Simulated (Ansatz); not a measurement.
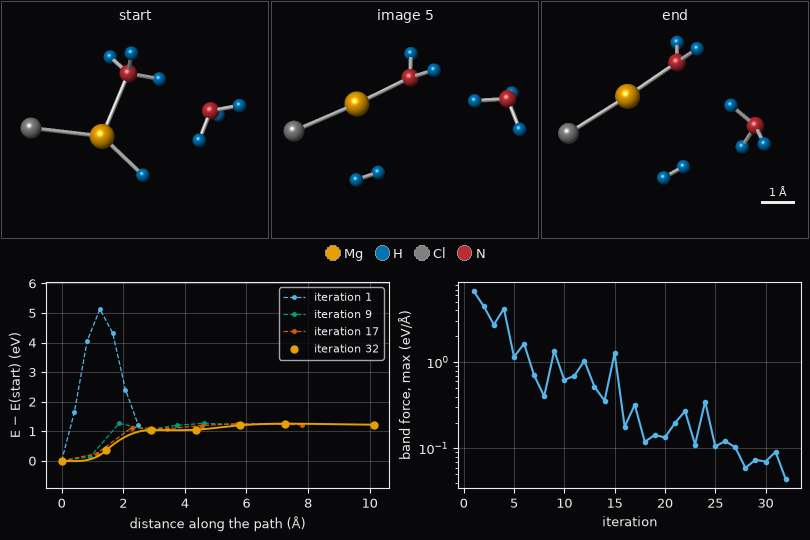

NEB run on MgN2H7Cl. Images are numbered from 0 (start) to 6 (end). The plot follows the band through its iterations. A ball-and-stick model, seen at a tilt.

All numbers below come from Ansatz 0.2.0, UKS B3LYP/6-31G*. Run with 5 movable images; climbing image; force threshold 0.05 eV/Å; iteration limit 60; starting path by straight interpolation.

Question: Did the band converge, and can the barrier be trusted?

Answer: The run is converged, with reservations. The band converged in 32 iterations. The largest component of the band force went from 6.7 to 0.044 eV/Å. The climbing image converged on the top of the path. Its curvatures weren't checked. The straight starting path can push atoms close together and costs iterations. The first iteration put the highest image at 5.13 eV. The energy climbs by 1.26 eV to image 5 and then falls by 0.04 eV, so the end point sits at +1.22 eV.

Cost: 5.6 min on 2 threads of AMD EPYC 9R14 (Zen 4), on a shared host, peak memory 0.26 GiB.
